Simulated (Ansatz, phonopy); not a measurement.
# How NaI (Fm-3m) expands on warming, part 5 of 5

How much does NaI expand with temperature?

Experimental results on record:
- volume expansion coefficient 135 1e-6/K near room temperature (given in “Descriptors for thermal expansion in solids”, 2017, arXiv:1701.03966)

Ansatz 0.2.0; DFT LDA, scalar-relativistic, plane waves, PAW.

So far, principal linear expansion coefficients at 298 K (× 1e-6/K): step 7 (the quasi-harmonic study, cutoff 550 eV, k-mesh 8×8×8) 46.5; step 9 (the quasi-harmonic study, cutoff 487.2 eV, k-mesh 12×12×12) 46.5.

## 11. Phonons on strained cells, cutoff 487.2 eV

The study relaxes the crystal at several strains, solves the phonons on some of them and minimises the free energy at each temperature (static energy, vibrations, the electrons in a metal, and PV under a set pressure); the q-mesh sets how far the force constants reach.

This step: DFT LDA, scalar-relativistic, plane waves, PAW (Ansatz 0.2.0).

Input file input.yaml:

```yaml
crystal:
  lattice:
    - [0.0, 3.1298713051, 3.1298713051]
    - [3.1298713051, 0.0, 3.1298713051]
    - [3.1298713051, 3.1298713051, 0.0]
  atoms:
    - { symbol: Na, position: [0.0, 0.0, 0.0] }
    - { symbol: I, position: [0.5, 0.5, 0.5] }
kpoints:
  mp_grid: { grid: [8, 8, 8] }
hamiltonian:
  xc: lda
scf:
  occupations: { method: fixed }
output:
  eigenvalues: true
phonons:
  method: dfpt
  qmesh: [4, 4, 4]
  temperatures: { t_max: 500.0, t_step: 25 }
  thermal_expansion: {}
```

Run with:

```bash
$ ansatz run input.yaml --threads 4 --pin off --max-ram 16384MiB --backend cpu --events-out ev --progress --plain --runs-dir out
```

Numbers of over 12 decimals in the logs are rounded to 6 here.

Output:

```text
[...]
Crystal: 2 atoms, lattice volume = 61.321 Å³
Basis set: ecut = 487.2 eV, 1459 PW (Γ), exchange–correlation on 64×64×64 points (8 copies of the dense FFT grid, shifted against one another)
Bands: 17, of which v1, the nominal top of the filled ones, is band 13 counted from 1 (12 counted from 0)
Symmetry: 48 space group operations
[...]
vibrations' free energy: its fit leaves 0.0000 meV an atom at the most
  the electrons' free energy at temperature is not in it: every band gap is over 0.52 eV
  free energies summed between the sampled wave vectors
[...]
the FFT grids of the static calculations differ: 32 × 32 × 32, 36 × 36 × 36
  band gaps on the cells' k-points are 3.305 to 3.716 eV
[key lines of the parts left out:]
SCF converged after 8 iterations
Free energy (F): -8825.012600 eV
Fermi energy:    3.750895 eV
P = ⅓ Tr σ = 0.0003 GPa (0.003 kbar)
```

Wall time 17 min (4 threads of Arm Neoverse V2, shared host); peak memory 1.6 GiB.

Changing the k-mesh (12×12×12 → 8×8×8) takes the volume expansion at 298 K from 140 to 140 × 10⁻⁶/K and B_T from 16.7 to 16.7 GPa.

## 12. The series together

Times are for 4 threads of Arm Neoverse V2, shared host. The runs compared:

```csv
no.,functional,cutoff (eV),k-mesh,q-mesh,method,pressure (GPa),volume expansion coefficient at 298 K (1e-6/K),C_P at 298 K (J/mol-atom/K),isothermal bulk modulus at 298 K (GPa),time,memory (GiB)
1,lda,550,8×8×8,4×4×4,dfpt,0,139.5,26.33,16.71,21 min,1.8
2,lda,487.2,12×12×12,4×4×4,dfpt,0,139.6,26.34,16.71,51 min,4.3
3,lda,487.2,8×8×8,4×4×4,dfpt,0,139.5,26.34,16.71,17 min,1.6
```

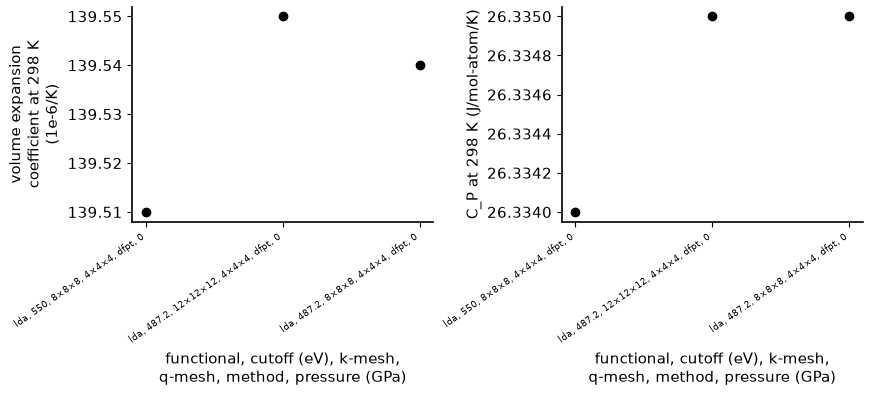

The series as plots.

The runs together, line volume. Expansion coefficient, volume against temperature; values in 1e-6/K:

```csv
temperature (K),"lda, 550, 8×8×8, 4×4×4, dfpt, 0","lda, 487.2, 12×12×12, 4×4×4, dfpt, 0","lda, 487.2, 8×8×8, 4×4×4, dfpt, 0"
0,0,0,0
25,21.4,21.4,21.4
50,58.6,58.6,58.6
75,83.8,83.8,83.8
100,98.3,98.4,98.3
125,108,108,108
150,114,114,114
175,119,119,119
200,124,124,124
225,128,128,128
250,132,132,132
275,136,136,136
298,140,140,140
300,140,140,140
325,144,144,144
350,148,149,149
375,153,153,153
400,158,158,158
425,164,164,164
450,170,170,170
475,177,177,177
500,185,185,185
```

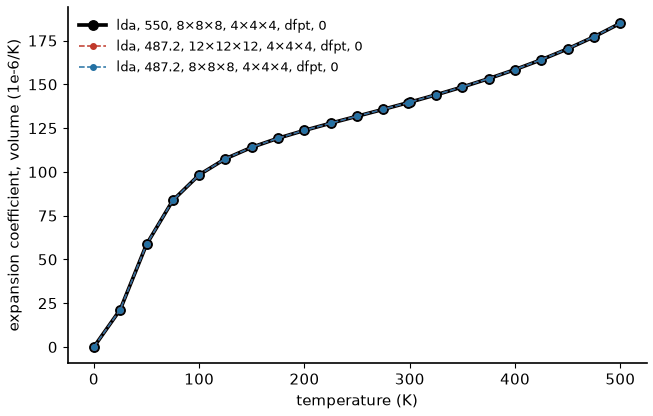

Expansion coefficient, volume against temperature.

The runs together, line C_P. Table of heat capacity, C_P by temperature; values in J/mol-atom/K:

```csv
temperature (K),"lda, 550, 8×8×8, 4×4×4, dfpt, 0","lda, 487.2, 12×12×12, 4×4×4, dfpt, 0","lda, 487.2, 8×8×8, 4×4×4, dfpt, 0"
0,0,0,0
25,6.44,6.44,6.44
50,14.2,14.2,14.2
75,18.8,18.8,18.8
100,21.3,21.3,21.3
125,22.8,22.8,22.8
150,23.7,23.7,23.7
175,24.4,24.4,24.4
200,24.9,24.9,24.9
225,25.3,25.3,25.3
250,25.7,25.7,25.7
275,26.0,26.0,26.0
298,26.3,26.3,26.3
300,26.4,26.4,26.4
325,26.7,26.7,26.7
350,27.0,27.0,27.0
375,27.3,27.3,27.3
400,27.6,27.6,27.6
425,28,28.0,28.0
450,28.4,28.4,28.4
475,28.8,28.8,28.8
500,29.3,29.3,29.3
```

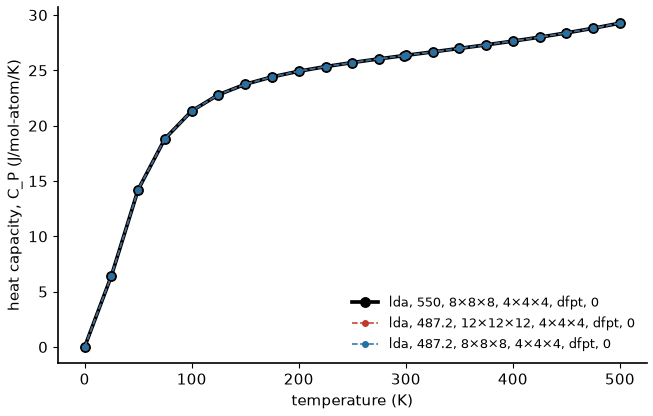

Heat capacity, C_P, plotted against temperature.

## 13. Free-energy fit

This step: DFT LDA, scalar-relativistic, plane waves, PAW (phonopy 4.10.0).

Table of energy (each curve on its own zero) by volume; values in meV/atom:

```csv
volume (Å³/atom),static,F at 0 K,F at 300 K,F at 500 K
30.67,0,1.47,6.24,10.3
31.13,0.46,1.41,4.62,7.31
31.76,2.38,2.65,3.71,4.57
32.32,5.25,4.93,4.01,3.22
32.89,9.16,8.25,5.28,2.78
33.47,14.1,12.6,7.43,3.16
```

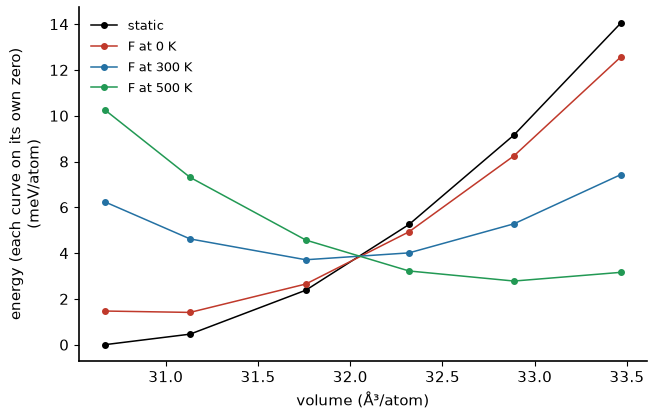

Energy (each curve on its own zero) against volume.

The fit gives a volume expansion of 140 × 10⁻⁶/K at 300 K, against 140 at 298 K from the study itself, whose static fit uses more cells.

## 14. What came out

- settings of these figures: LDA, 487.2 eV, k 12×12×12, q 4×4×4
- volume expansion coefficient at 298 K: 139.6 1e-6/K
- C_P at 298 K: 26.34 J/mol-atom/K
- entropy at 298 K: 48.99 J/mol-atom/K
- isothermal bulk modulus at 298 K: 16.71 GPa
- Grüneisen parameter at 298 K: 1.828
- volume at 298 K: 31.86 Å³/atom
- principal linear expansion coefficients at 298 K: 46.52, 46.52, 46.52 1e-6/K

In words: Near room temperature NaI expands by 140 × 10⁻⁶/K in volume by LDA, with C_P = 26.3 J/(mol K) per mole of atoms and B_T = 16.7 GPa. C_P at room temperature is 106 % of the classical 3R an atom; C_V is 98 %, and the rest is expansion work. A measured volume expansion coefficient near room temperature is 135 1e-6/K (arXiv:1701.03966); the calculated 140 1e-6/K differs by +3 %. Changing the k-mesh and cutoff moves the volume expansion at 298 K between 140 and 140 × 10⁻⁶/K, while the CPU time spans a factor of 3.1. The PAW files were made for PBE and are used here under another functional, for which the program regenerates the frozen cores. The cell of these runs is 10 % smaller in volume than the database cell; frequencies and all that rests on them shift with it.

[Logs are printed without paths, hosts, clocks, repeated set-up lines and the standing remarks that a program may print on its own settings, such as how far it seeks lower states.]

[Hosts, paths, dates, database ids (printed as entryN), source tags and the programs' standing remarks are cut or masked in the printed files.]

[A step with changed settings may run another functional than the one named; its input shows which.]
